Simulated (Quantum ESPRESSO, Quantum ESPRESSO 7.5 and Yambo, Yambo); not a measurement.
**Quasiparticle gap of GaN (F-43m) in Yambo**

How does a plane-wave GW calculation on GaN (F-43m) run from the first input to the gap?

Program: Quantum ESPRESSO 7.5 and Yambo 5.3.0. Level of theory: PBE and many-body steps on it, plane waves. Results are calculated unless marked as measured.

**The experiments to reproduce.**

- Gap 3.23 eV: absorption onset (direct gap at Gamma) of unexcited film, from imaginary part of dielectric function; spectroscopic ellipsometry (steady-state reference of time-resolved measurement); 300 K; film on 3C-SiC/Si(001) (“Femtosecond pump-probe absorption edge spectroscopy of cubic GaN”, 2022, arxiv:2206.02223).

**1. Set-up**

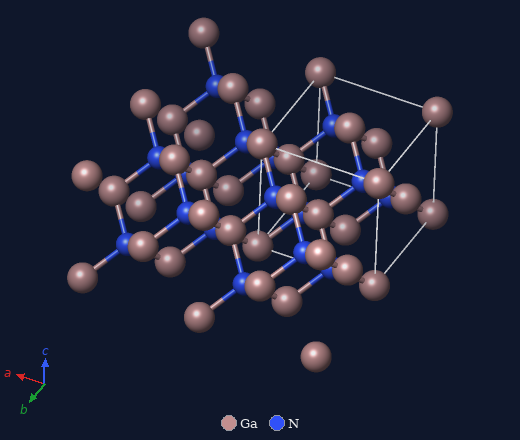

The cell as given, from a free direction (gallium pink, nitrogen blue). 2×2×1 cells are drawn. This picture shows the conventional cell, with its axes. Bonds to atoms that aren't drawn are left out. Some periodic images of atoms are drawn too.

As a file:

```cif
data_structure
_symmetry_space_group_name_H-M 'P 1'
_symmetry_Int_Tables_number 1
_cell_length_a 3.1869
_cell_length_b 3.1869
_cell_length_c 3.1869
_cell_angle_alpha 60.000
_cell_angle_beta 60.000
_cell_angle_gamma 60.000
_cell_volume 22.89
loop_
_atom_site_label
_atom_site_type_symbol
_atom_site_fract_x
_atom_site_fract_y
_atom_site_fract_z
_atom_site_occupancy
Ga1 Ga 0.00000 0.00000 0.00000 1
N2 N 0.75000 0.75000 0.75000 1
```

The cell and positions are those that the Materials Project relaxed with its own functionals (PBE, PBE+U or r2SCAN), kept fixed. This is not the form that GaN usually takes at ambient conditions.

**2. Ground state**

This step: Quantum ESPRESSO 7.5; DFT, PBE, plane waves, norm-conserving pseudopotentials.

The ground-state density comes first.

pw.in

```
&control
  calculation = 'scf'
  prefix = 'x'
  outdir = 'o'
  pseudo_dir = 'pseudo'
/
&system
  ibrav = 0
  nat = 2
  ntyp = 2
  ecutwfc = 72.0
  nbnd = 14
  force_symmorphic = .true.
/
&electrons
  conv_thr = 1e-10
  electron_maxstep = 80
  mixing_beta = 0.5
/
ATOMIC_SPECIES
  Ga 69.723 Ga.upf
  N 14.007 N.upf
CELL_PARAMETERS angstrom
  0.0000000000 2.2535006075 2.2535006075
  2.2535006075 0.0000000000 2.2535006075
  2.2535006075 2.2535006075 0.0000000000
ATOMIC_POSITIONS crystal
  Ga 0.0000000000 0.0000000000 0.0000000000
  N 0.7500000000 0.7500000000 0.7500000000
K_POINTS automatic
  8 8 8 0 0 0
```

Command:

```
$ OMP_NUM_THREADS=1 mpirun -n 4 pw.x -nk 4 -in pw.in > pw.out
```

What it wrote:

```text
Program PWSCF v.7.5 starts

     This program is part of the open-source Quantum ESPRESSO suite
     for quantum simulation of materials; please cite
         "P. Giannozzi et al., J. Phys.:Condens. Matter 21 395502 (2009);
         "P. Giannozzi et al., J. Phys.:Condens. Matter 29 465901 (2017);
         "P. Giannozzi et al., J. Chem. Phys. 152 154105 (2020);
     in publications or presentations arising from this work. More details at
     Message from routine setup:
     using ibrav=0 with symmetry is DISCOURAGED, use correct ibrav instead

     G-vector sticks info

     bravais-lattice index     =            0
     lattice parameter (alat)  =       6.0224  a.u.
     unit-cell volume          =     154.4542 (a.u.)^3
     number of atoms/cell      =            2
     number of atomic types    =            2
     number of electrons       =        18.00
     number of Kohn-Sham states=           14
     kinetic-energy cutoff     =      72.0000  Ry
     charge density cutoff     =     288.0000  Ry
     scf convergence threshold =      1.0E-10
     mixing beta               =       0.5000
     number of iterations used =            8  plain     mixing
     Exchange-correlation= PBE
                           (   1   4   3   4   0   0   0)

     celldm(1)=   6.022427  celldm(2)=   0.000000  celldm(3)=   0.000000
     celldm(4)=   0.000000  celldm(5)=   0.000000  celldm(6)=   0.000000

     crystal axes: (cart. coord. in units of alat)
               a(1) = (   0.000000   0.707107   0.707107 )
               a(2) = (   0.707107   0.000000   0.707107 )
               a(3) = (   0.707107   0.707107   0.000000 )

     reciprocal axes: (cart. coord. in units 2 pi/alat)
               b(1) = ( -0.707107  0.707107  0.707107 )
               b(2) = (  0.707107 -0.707107  0.707107 )
               b(3) = (  0.707107  0.707107 -0.707107 )
     Pseudo is Norm-conserving + core correction, Zval = 13.0
     Generated using ONCVPSP code by D. R. Hamann
     Using radial grid of 1902 points,  6 beta functions with:
     Pseudo is Norm-conserving + core correction, Zval =  5.0
     Generated using ONCVPSP code by D. R. Hamann
     Using radial grid of 1058 points,  4 beta functions with:
     Ga               13.00    69.72300     Ga( 1.00)
     N                 5.00    14.00700     N ( 1.00)

     24 Sym. Ops. (no inversion) found

   Cartesian axes

     site n.     atom                  positions (alat units)
         1        Ga     tau(   1) = (   0.0000000   0.0000000   0.0000000  )
         2        N      tau(   2) = (   1.0606602   1.0606602   1.0606602  )

     number of k points=    29
                       cart. coord. in units 2pi/alat
        k(    1) = (   0.0000000   0.0000000   0.0000000), wk =   0.0039062
        k(    2) = (   0.0883883   0.0883883  -0.0883883), wk =   0.0312500
        k(    3) = (   0.1767767   0.1767767  -0.1767767), wk =   0.0312500
        k(    4) = (   0.2651650   0.2651650  -0.2651650), wk =   0.0312500
        k(    5) = (  -0.3535534  -0.3535534   0.3535534), wk =   0.0156250
        k(    6) = (   0.1767767   0.0000000   0.0000000), wk =   0.0234375
        k(    7) = (   0.2651650   0.0883883  -0.0883883), wk =   0.0937500
        k(    8) = (   0.3535534   0.1767767  -0.1767767), wk =   0.0937500
        k(    9) = (  -0.2651650  -0.4419417   0.4419417), wk =   0.0937500
        k(   10) = (  -0.1767767  -0.3535534   0.3535534), wk =   0.0937500
     [... 17 further rows ...]
        k(   28) = (  -0.7071068   0.1767767  -0.0000000), wk =   0.0468750
        k(   29) = (  -0.7071068   0.3535534   0.0000000), wk =   0.0234375

     Dense  grid:    12675 G-vectors     FFT dimensions: (  36,  36,  36)

     Initial potential from superposition of free atoms

     starting charge      17.9973, renormalised to      18.0000
     Starting wfcs are   13 randomized atomic wfcs +    1 random wfcs

     per-process dynamical memory:    15.5 Mb

     Self-consistent Calculation

     iteration #  1     ecut=    72.00 Ry     beta= 0.50

     total energy              =    -173.58956957 Ry
     estimated scf accuracy    <       0.51543155 Ry

     iteration #  2     ecut=    72.00 Ry     beta= 0.50

     total energy              =    -173.74125147 Ry
     estimated scf accuracy    <       0.10006193 Ry

     iteration #  3     ecut=    72.00 Ry     beta= 0.50

     total energy              =    -173.75825254 Ry
     estimated scf accuracy    <       0.00329352 Ry

     iteration #  4     ecut=    72.00 Ry     beta= 0.50

     total energy              =    -173.75852892 Ry
     estimated scf accuracy    <       0.00043048 Ry

     iteration #  5     ecut=    72.00 Ry     beta= 0.50

     total energy              =    -173.75854307 Ry
     estimated scf accuracy    <       0.00003550 Ry

     iteration #  6     ecut=    72.00 Ry     beta= 0.50

     total energy              =    -173.75855339 Ry
     estimated scf accuracy    <       0.00000680 Ry

     iteration #  7     ecut=    72.00 Ry     beta= 0.50

     total energy              =    -173.75855320 Ry
     estimated scf accuracy    <       0.00000182 Ry

     iteration #  8     ecut=    72.00 Ry     beta= 0.50

     total energy              =    -173.75855331 Ry
     estimated scf accuracy    <       0.00000010 Ry

     iteration #  9     ecut=    72.00 Ry     beta= 0.50

     total energy              =    -173.75855333 Ry
     estimated scf accuracy    <          2.5E-09 Ry

     iteration # 10     ecut=    72.00 Ry     beta= 0.50

     total energy              =    -173.75855333 Ry
     estimated scf accuracy    <       0.00000001 Ry

     iteration # 11     ecut=    72.00 Ry     beta= 0.50

     End of self-consistent calculation

          k = 0.0000 0.0000 0.0000 (  1639 PWs)   bands (ev):

    -5.3154  -2.9760  -2.9760  -2.9760  -2.6699  -2.6699  10.5902  10.5902
    10.5902  12.3489  20.9463  20.9463  20.9463  28.2045

          k = 0.0884 0.0884-0.0884 (  1579 PWs)   bands (ev):

    -5.1511  -2.9553  -2.9553  -2.9074  -2.6706  -2.6706   9.0712  10.4297
    10.4297  13.4917  20.2332  21.1814  21.1814  27.8216

          k = 0.1768 0.1768-0.1768 (  1588 PWs)   bands (ev):

    -4.7930  -2.9163  -2.9163  -2.6641  -2.6641  -2.5906   6.7446  10.0731
    10.0731  14.6821  19.4029  21.3967  21.3967  26.6208

          k = 0.2652 0.2652-0.2652 (  1601 PWs)   bands (ev):

     [... further k-points ...]

     highest occupied, lowest unoccupied level (ev):    10.5902   12.3489

!    total energy              =    -173.75855333 Ry
     estimated scf accuracy    <          6.5E-11 Ry

     The total energy is the sum of the following terms:
     one-electron contribution =     -52.62354393 Ry
     hartree contribution      =      43.67396617 Ry
     xc contribution           =     -48.13465846 Ry
     ewald contribution        =    -116.67431711 Ry

     convergence has been achieved in  11 iterations

     XML data file, charge density, pseudopotentials, collected wavefunctions

=------------------------------------------------------------------------------=
   JOB DONE.
=------------------------------------------------------------------------------=
```

Run time: 4.6 s. Hardware: 4 MPI ranks of Arm Neoverse V1, shared host; peak memory 0.2 GiB; 18 s of CPU time.

This step gave:

- total energy: -2364.1056 eV
- gap: 1.759 eV
- k of the valence top: 0, 0, 0
- k of the conduction bottom: 0, 0, 0
- least direct gap: 1.759 eV

The gap is direct, at Γ.

**3. Bands along the symmetry lines**

Levels along a band path, at the cheap level, show where the edges lie and whether the meshes to come will hold them.

pw.in

```
&control
  calculation = 'bands'
  prefix = 'x'
  outdir = 'o'
  pseudo_dir = 'pseudo'
/
&system
  ibrav = 0
  nat = 2
  ntyp = 2
  ecutwfc = 72.0
  nbnd = 15
  force_symmorphic = .true.
/
&electrons
  conv_thr = 1e-9
  electron_maxstep = 80
  diago_full_acc = .true.
  diago_thr_init = 5e-6
/
ATOMIC_SPECIES
  Ga 69.723 Ga.upf
  N 14.007 N.upf
CELL_PARAMETERS angstrom
  0.0000000000 2.2535006075 2.2535006075
  2.2535006075 0.0000000000 2.2535006075
  2.2535006075 2.2535006075 0.0000000000
ATOMIC_POSITIONS crystal
  Ga 0.0000000000 0.0000000000 0.0000000000
  N 0.7500000000 0.7500000000 0.7500000000
K_POINTS crystal
  50
  0.00000000 0.00000000 0.00000000 1
  -0.06250000 -0.06250000 0.00000000 1
  -0.12500000 -0.12500000 0.00000000 1
  -0.18750000 -0.18750000 0.00000000 1
  -0.25000000 -0.25000000 0.00000000 1
  -0.31250000 -0.31250000 0.00000000 1
  -0.37500000 -0.37500000 0.00000000 1
  -0.43750000 -0.43750000 0.00000000 1
  -0.50000000 -0.50000000 0.00000000 1
  -0.48437500 -0.48437500 0.03125000 1
  -0.46875000 -0.46875000 0.06250000 1
  -0.45312500 -0.45312500 0.09375000 1
  -0.43750000 -0.43750000 0.12500000 1
  -0.42187500 -0.42187500 0.15625000 1
  -0.40625000 -0.40625000 0.18750000 1
  -0.39062500 -0.39062500 0.21875000 1
  -0.37500000 -0.37500000 0.25000000 1
  -0.37500000 0.00000000 0.37500000 1
  -0.32812500 0.00000000 0.32812500 1
  -0.28125000 0.00000000 0.28125000 1
  -0.23437500 0.00000000 0.23437500 1
  -0.18750000 0.00000000 0.18750000 1
  -0.14062500 0.00000000 0.14062500 1
  -0.09375000 0.00000000 0.09375000 1
  -0.04687500 0.00000000 0.04687500 1
  0.00000000 0.00000000 0.00000000 1
  0.00000000 0.00000000 0.06250000 1
  0.00000000 0.00000000 0.12500000 1
  0.00000000 0.00000000 0.18750000 1
  0.00000000 0.00000000 0.25000000 1
  0.00000000 0.00000000 0.31250000 1
  0.00000000 0.00000000 0.37500000 1
  0.00000000 0.00000000 0.43750000 1
  0.00000000 0.00000000 0.50000000 1
  -0.06250000 -0.03125000 0.46875000 1
  -0.12500000 -0.06250000 0.43750000 1
  -0.18750000 -0.09375000 0.40625000 1
  -0.25000000 -0.12500000 0.37500000 1
  -0.31250000 -0.15625000 0.34375000 1
  -0.37500000 -0.18750000 0.31250000 1
  -0.43750000 -0.21875000 0.28125000 1
  -0.50000000 -0.25000000 0.25000000 1
  -0.50000000 -0.28125000 0.21875000 1
  -0.50000000 -0.31250000 0.18750000 1
  -0.50000000 -0.34375000 0.15625000 1
  -0.50000000 -0.37500000 0.12500000 1
  -0.50000000 -0.40625000 0.09375000 1
  -0.50000000 -0.43750000 0.06250000 1
  -0.50000000 -0.46875000 0.03125000 1
  -0.50000000 -0.50000000 0.00000000 1
```

What it wrote:

```text
[banner, memory and clock lines left out]
Program PWSCF v.7.5 starts

     Atomic positions and unit cell read from directory:
     o/x.save/

     Message from routine setup:
     using ibrav=0 with symmetry is DISCOURAGED, use correct ibrav instead

     G-vector sticks info

     bravais-lattice index     =            0
     lattice parameter (alat)  =       6.0224  a.u.
     unit-cell volume          =     154.4542 (a.u.)^3
     number of atoms/cell      =            2
     number of atomic types    =            2
     number of electrons       =        18.00
     number of Kohn-Sham states=           15
     kinetic-energy cutoff     =      72.0000  Ry
     charge density cutoff     =     288.0000  Ry
     Exchange-correlation= PBE
                           (   1   4   3   4   0   0   0)

     celldm(1)=   6.022427  celldm(2)=   0.000000  celldm(3)=   0.000000
     celldm(4)=   0.000000  celldm(5)=   0.000000  celldm(6)=   0.000000

     crystal axes: (cart. coord. in units of alat)
               a(1) = (   0.000000   0.707107   0.707107 )
               a(2) = (   0.707107   0.000000   0.707107 )
               a(3) = (   0.707107   0.707107   0.000000 )

     reciprocal axes: (cart. coord. in units 2 pi/alat)
               b(1) = ( -0.707107  0.707107  0.707107 )
               b(2) = (  0.707107 -0.707107  0.707107 )
               b(3) = (  0.707107  0.707107 -0.707107 )
     Pseudo is Norm-conserving + core correction, Zval = 13.0
     Generated using ONCVPSP code by D. R. Hamann
     Using radial grid of 1902 points,  6 beta functions with:
     Pseudo is Norm-conserving + core correction, Zval =  5.0
     Generated using ONCVPSP code by D. R. Hamann
     Using radial grid of 1058 points,  4 beta functions with:
     Ga               13.00    69.72300     Ga( 1.00)
     N                 5.00    14.00700     N ( 1.00)

     24 Sym. Ops. (no inversion) found

   Cartesian axes

     site n.     atom                  positions (alat units)
         1        Ga     tau(   1) = (   0.0000000   0.0000000   0.0000000  )
         2        N      tau(   2) = (   1.0606602   1.0606602   1.0606602  )

     number of k points=    50
                       cart. coord. in units 2pi/alat
        k(    1) = (   0.0000000   0.0000000   0.0000000), wk =   0.0400000
        k(    2) = (   0.0000000   0.0000000  -0.0883883), wk =   0.0400000
        k(    3) = (   0.0000000   0.0000000  -0.1767767), wk =   0.0400000
[...]
[... 38 further rows ...]
        k(   49) = (   0.0441942  -0.0000000  -0.7071068), wk =   0.0400000
        k(   50) = (   0.0000000   0.0000000  -0.7071068), wk =   0.0400000

     Dense  grid:    12675 G-vectors     FFT dimensions: (  36,  36,  36)

     The potential is recalculated from file :
     o/x.save/charge-density

     Starting wfcs are   13 randomized atomic wfcs +    2 random wfcs

     Band Structure Calculation

     End of band structure calculation

          k = 0.0000 0.0000 0.0000 (  1639 PWs)   bands (ev):

    -5.3154  -2.9761  -2.9761  -2.9761  -2.6700  -2.6700  10.5902  10.5902
    10.5902  12.3489  20.9463  20.9463  20.9463  28.2045  29.4307

          k = 0.0000 0.0000-0.0884 (  1587 PWs)   bands (ev):

    -5.2579  -2.9653  -2.9653  -2.9612  -2.6736  -2.6667  10.0541  10.4633
    10.4633  12.9033  20.5833  21.0757  21.0757  27.3758  28.8562

          k = 0.0000 0.0000-0.1768 (  1579 PWs)   bands (ev):

    -5.0977  -2.9363  -2.9363  -2.9116  -2.6817  -2.6582   9.1163  10.1163
    10.1163  13.8578  19.7371  21.4380  21.4380  25.1822  30.2579

          k =-0.0000 0.0000-0.2652 (  1591 PWs)   bands (ev):

[...]
k = 0.0000 0.0000-0.3536 (  1612 PWs)   bands (ev):

[...]
k = 0.0000-0.0000-0.4419 (  1588 PWs)   bands (ev):

[...]
k =-0.0000 0.0000-0.5303 (  1600 PWs)   bands (ev):

[...]
k = 0.0000-0.0000-0.6187 (  1604 PWs)   bands (ev):

[...]
k = 0.5303-0.0000-0.5303 (  1608 PWs)   bands (ev):

[...]
k = 0.0000 0.0000 0.0000 (  1639 PWs)   bands (ev):

[...]
k = 0.1326 0.0000-0.7071 (  1606 PWs)   bands (ev):

[...]
k = 0.0884-0.0000-0.7071 (  1610 PWs)   bands (ev):

[...]
k = 0.0442-0.0000-0.7071 (  1592 PWs)   bands (ev):

    -4.3123  -2.8943  -2.6842  -2.6786  -2.5961  -0.9077   4.4900   7.8576
     7.8636  14.0614  17.3435  22.2901  24.4218  24.5806  32.3856

          k = 0.0000 0.0000-0.7071 (  1588 PWs)   bands (ev):

    -4.3125  -2.8964  -2.6787  -2.6787  -2.5947  -0.9185   4.4774   7.8999
     7.8999  13.9726  17.2841  22.3061  24.5513  24.5513  32.3160

     XML data file, pseudopotentials, collected wavefunctions
```

The job ended after 2.6 s (4 MPI ranks; peak memory 0.18 GiB; 10 s of CPU time).

This step gave:

| Quantity | Value |
| --- | --- |
| gap | 1.759 eV |
| k of the valence top | 0, 0, 0 |
| k of the conduction bottom | 0, 0, 0 |
| least direct gap | 1.759 eV |

The gap is 1.759 eV, as in the run before at this level.

The electronic bands at the labelled points (eV, zero at the top of the highest filled band):

| point | band 6 | band 7 | band 8 | band 9 | band 10 | band 11 | band 12 | band 13 |
| --- | --- | --- | --- | --- | --- | --- | --- | --- |
| Γ | -13.26 | 0.00 | 0.00 | 0.00 | 1.76 | 10.36 | 10.36 | 10.36 |
| X | -11.51 | -6.11 | -2.69 | -2.69 | 3.38 | 6.69 | 11.72 | 13.96 |
| U | -11.35 | -5.85 | -4.24 | -2.16 | 5.03 | 7.88 | 11.08 | 12.86 |
| jump to K | -11.35 | -5.85 | -4.24 | -2.16 | 5.03 | 7.88 | 11.08 | 12.86 |
| Γ | -13.26 | 0.00 | 0.00 | 0.00 | 1.76 | 10.36 | 10.36 | 10.36 |
| L | -11.95 | -7.02 | -0.96 | -0.96 | 4.67 | 8.74 | 10.40 | 10.40 |
| W | -11.23 | -5.68 | -3.68 | -3.62 | 6.24 | 8.40 | 10.30 | 11.14 |
| X | -11.51 | -6.11 | -2.69 | -2.69 | 3.38 | 6.69 | 11.72 | 13.96 |

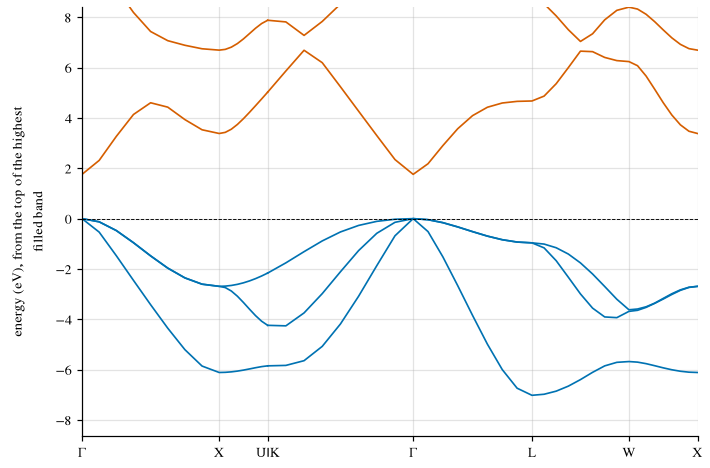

Electronic bands along the path; lines of filled and empty bands in two colours.

(Part 1 of 3 ends here.)

[Paths, hosts, dates, memory and timing lines, banners, echoed tables and standing remarks are left out of the program output.]

[Logs are printed without paths, hosts, clocks, repeated set-up lines and the standing remarks that a program may print on its own settings, such as how far it seeks lower states.]

[Runs of the session that timed out or met a known fault of the program may be left out.]

[Hosts, paths, dates, database ids (printed as entryN), source tags and the programs' standing remarks are cut or masked in the printed files.]
